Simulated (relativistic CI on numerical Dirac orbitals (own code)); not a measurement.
## Run report: Gd⁶³⁺, relativistic CI calculation

Gd⁶³⁺. Computed at this level: Dirac-Coulomb-Breit CI, KLI orbitals optimised for each configuration, model QED (radiative potential, 1s self-energy scaled to tabulated hydrogen-like ionisation energies) (relativistic CI on numerical Dirac orbitals, in-house).

### Key numbers

```
           quantity                        value
            outcome                    converged
       lowest level                     1s ²S₁/₂
first excited level  2p ²P°₁/₂, 355,352,734 cm⁻¹
  ionisation energy                 59065.584 eV
    levels computed                           30
     SCF iterations                           18
           hardware    1 CPU thread, shared host
          wall time                        1.8 s
```

### Remarks

To bear in mind: only a limited list of configurations is included, so lower levels can be missing.

### Input
```
atom Gd  Z=64  charge=63  electrons=1
nucleus A=158  rms_radius_fm=5.1569
hamiltonian dirac-coulomb  breit=on  qed=on  c_scale=1
orbitals kli  potential=per-configuration
slater_scale 1
correlation none
mixing on
configurations
  1s
  2s
  2p
  3s
  3p
  3d
  4s
  4p
  4d
  4f
  5s
  5p
  5d
  5f
  5g
  6s
  6p
  6d
end
```

The program writes its results to a structured record and prints no log; tables and figures of this report are taken from that record.

### The lowest 30 levels

```tsv
Configuration	Level	E (keV)	LS purity (%)	Landé g	Lifetime (s; – stable or not computed)
1s	²S₁/₂	0	100	1.848	–
2p	²P°₁/₂	44.06	100	0.627	9.3×10⁻¹⁷
2s	²S₁/₂	44.07	100	1.963	–
2p	²P°₃/₂	44.94	100	1.305	1.0×10⁻¹⁶
3p	²P°₁/₂	52.50	100	0.649	3.2×10⁻¹⁶
3s	²S₁/₂	52.50	100	1.985	6.1×10⁻¹⁵
3d	²D₃/₂	52.76	100	0.786	8.3×10⁻¹⁶
3p	²P°₃/₂	52.76	100	1.321	3.2×10⁻¹⁶
3d	²D₅/₂	52.84	100	1.188	9.0×10⁻¹⁶
4p	²P°₁/₂	55.41	100	0.656	7.6×10⁻¹⁶
4s	²S₁/₂	55.41	100	1.993	9.1×10⁻¹⁵
4d	²D₃/₂	55.52	100	0.792	1.9×10⁻¹⁵
4p	²P°₃/₂	55.52	100	1.327	7.5×10⁻¹⁶
4f	²F°₅/₂	55.55	100	0.850	4.1×10⁻¹⁵
4d	²D₅/₂	55.55	100	1.193	2.1×10⁻¹⁵
4f	²F°₇/₂	55.57	100	1.136	4.3×10⁻¹⁵
5p	²P°₁/₂	56.75	100	0.660	1.5×10⁻¹⁵
5s	²S₁/₂	56.75	100	1.996	1.5×10⁻¹⁴
5d	²D₃/₂	56.80	100	0.795	3.6×10⁻¹⁵
5p	²P°₃/₂	56.80	100	1.329	1.5×10⁻¹⁵
5f	²F°₅/₂	56.82	100	0.852	7.9×10⁻¹⁵
5d	²D₅/₂	56.82	100	1.196	4.0×10⁻¹⁵
5g	²G₇/₂	56.83	100	0.884	1.4×10⁻¹⁴
5f	²F°₇/₂	56.83	100	1.139	8.2×10⁻¹⁵
5g	²G₉/₂	56.83	100	1.107	1.4×10⁻¹⁴
6p	²P°₁/₂	57.46	100	0.662	2.6×10⁻¹⁵
6s	²S₁/₂	57.46	100	1.998	2.2×10⁻¹⁴
6d	²D₃/₂	57.50	100	0.796	6.1×10⁻¹⁵
6p	²P°₃/₂	57.50	100	1.331	2.5×10⁻¹⁵
6d	²D₅/₂	57.51	100	1.197	6.8×10⁻¹⁵
```

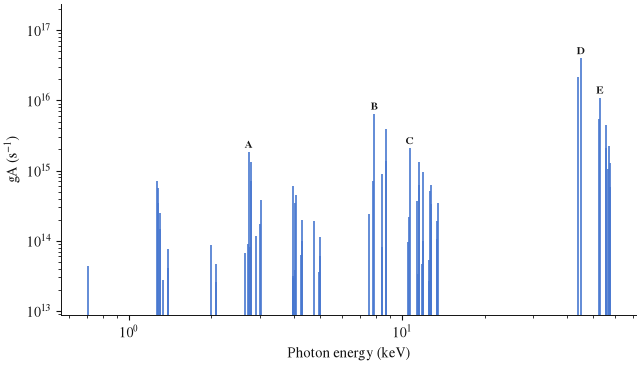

Fig. 1: The stronger electric dipole lines (weighted rates gA) for Gd⁶³⁺ (gadolinium, Z = 64). A: 4f ²F°₇/₂ → 3d ²D₅/₂, 2.735 keV, gA = 1.8×10¹⁵ s⁻¹; B: 3d ²D₅/₂ → 2p ²P°₃/₂, 7.895 keV, gA = 6.4×10¹⁵ s⁻¹; C: 4d ²D₅/₂ → 2p ²P°₃/₂, 10.61 keV, gA = 2.1×10¹⁵ s⁻¹; D: 2p ²P°₃/₂ → 1s ²S₁/₂, 44.94 keV, gA = 4.0×10¹⁶ s⁻¹; E: 3p ²P°₃/₂ → 1s ²S₁/₂, 52.76 keV, gA = 1.1×10¹⁶ s⁻¹. The strongest, D, lies in the X-ray region.
